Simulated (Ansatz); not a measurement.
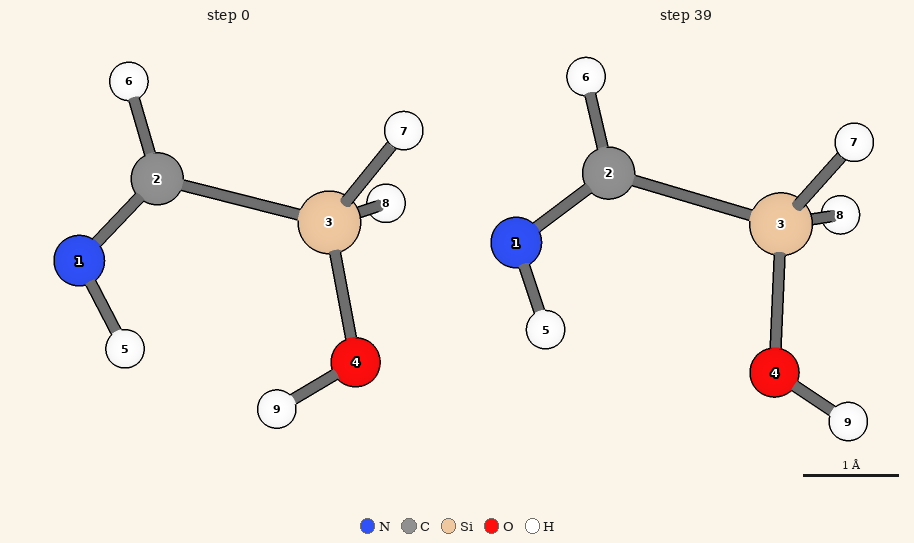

The structure of CH5NOSi before (left) and after (right) a relaxation, at one scale.

Style: ball-and-stick. Shown at a tilt.

The run prepares an end point of a later path (torsion) calculation, from a guessed geometry.

Theory: RHF/def2-SVP (Ansatz 0.2.0). Settings: no spin polarisation; force threshold 0.015 eV/Å; at most 40 steps.

Q: Describe what moved and what it gained.

A: The relaxation stopped without meeting its thresholds, so the last structure isn't shown to be converged. It used up its limit of 40 steps. The energy falls by 76.4 kJ/mol in 33 accepted moves (39 points after the start). Largest force component: 4.6 eV/Å at the start, 0.015 eV/Å at the end. The line search rejected the trial steps at points 9, 15, 22, 26, 28, 30 of the run. The largest move after the best rigid fit is that of H9, 1.21 Å. Largest moves by element: H 1.21 Å, O 0.42 Å, N 0.29 Å, C 0.09 Å, Si 0.06 Å. Near-neighbour distances that change, for instance: Si3–O4 1.573 → 1.651 Å, N1–H5 1.076 → 1.011 Å, O4–H9 1.007 → 0.944 Å, Si3–H7 1.520 → 1.481 Å. Among the angles between lasting bonds that change: C2–Si3–O4 113.8° → 103.9°, Si3–O4–H9 113.6° → 122.2°, N1–C2–Si3 118.0° → 124.5°. Groups turn about Si3–O4 by about 175°.
